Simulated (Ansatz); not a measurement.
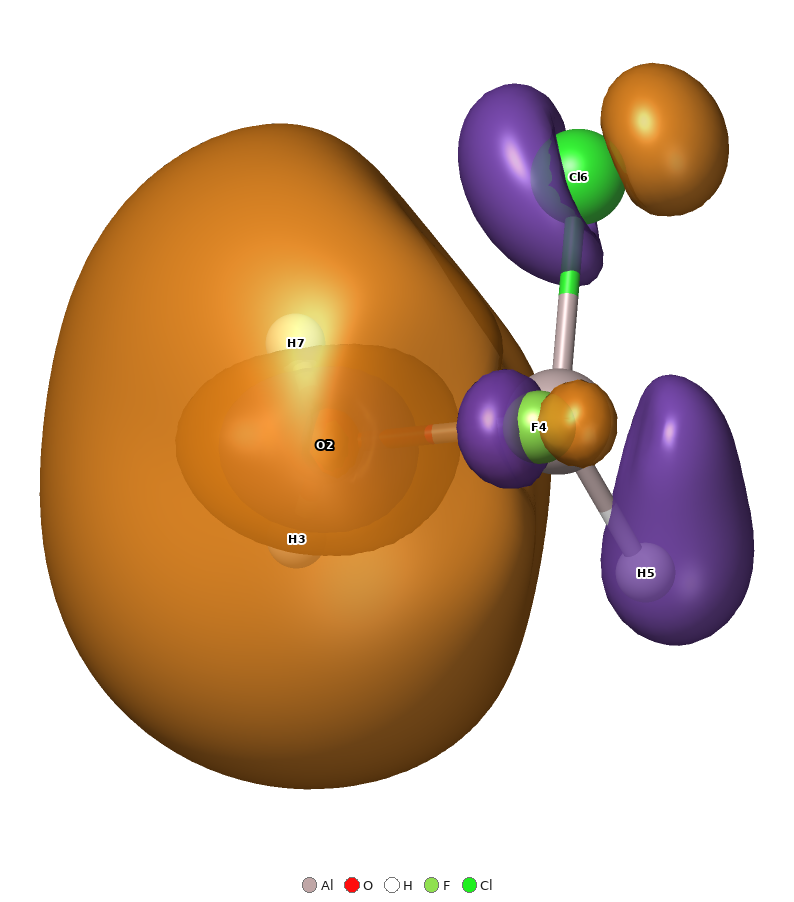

*AlClFH3O. One frontier orbital at ±0.06 Å⁻³ᐟ² (orange and purple are the two phases), seen at a tilt.*

The calculation used RKS PBE0/def2-SVP (Ansatz 0.2.0).

Input

```
crystal:
  periodic: [false, false, false]
  atoms:
    - { symbol: Al, position_ang: [0.023619, 0.507752, -0.488369] }
    - { symbol: O, position_ang: [-0.065431, -0.083028, 2.406744] }
    - { symbol: H, position_ang: [-0.938194, -0.171661, 2.807599] }
    - { symbol: F, position_ang: [1.498477, -0.118147, -0.894538] }
    - { symbol: H, position_ang: [-1.314451, -0.146139, -0.956335] }
    - { symbol: Cl, position_ang: [0.066966, 2.505308, 0.420585] }
    - { symbol: H, position_ang: [0.105113, 0.885814, 2.415914] }
basis:
  gaussian: { orbitals: def2-SVP }
hamiltonian:
  xc: pbe0
relax:
  f_tol: 0.03
  max_steps: 50
output:
  orbitals: {}
```

Launched as:

```sh
ansatz run input.yaml --threads 1 --pin off --max-ram 2048MiB --backend cpu --events-out ev --progress --plain --runs-dir out
```

The fields are those of the run's last geometry, not of the input's.

Which orbital is it: HOMO or LUMO?

Answer. The LUMO, at −0.22 eV. By Hirshfeld shares it lies mainly on H3 (about 35 %), O2 (about 25 %), H7 (about 20 %) and Al1 (about 15 %).
